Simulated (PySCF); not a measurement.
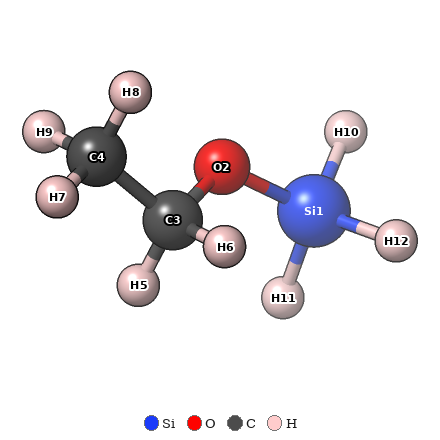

C₂H₈OSi. Vertical core-electron binding energies by ΔSCF (SCAN, pcX-2 on the ionised atom, pcseg-1 elsewhere, spin-free X2C; PySCF, at a PBE0-D3(BJ)/def2-SVP geometry (no frequency check)), gas phase, against the vacuum level. One atom of each kind was ionised; within a panel, areas follow the number of like atoms and 2j + 1 (2p levels are split by first-order spin-orbit coupling, an approximation), each panel is scaled alone, Gaussians of 0.6 eV full width. Only the regions named are shown.

**Predict the Si 2p and C 1s photoelectron lines.**

| level | atoms | binding energy (eV) |
| --- | --- | --- |
| Si 2p1/2 | Si1 | 108.0 |
| Si 2p3/2 | Si1 | 107.4 |
| C 1s | C3 | 292.4 |
| C 1s | C4 | 290.7 |

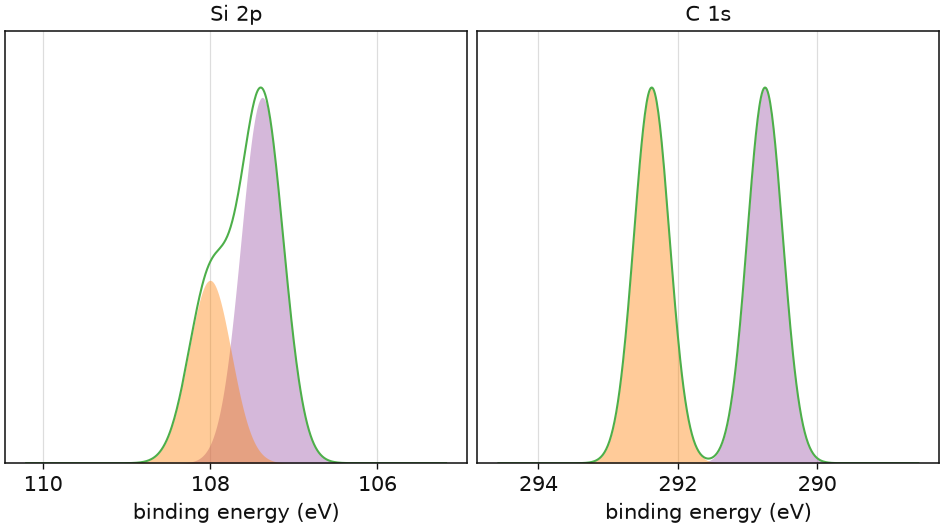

Note: one conformer of a flexible molecule.
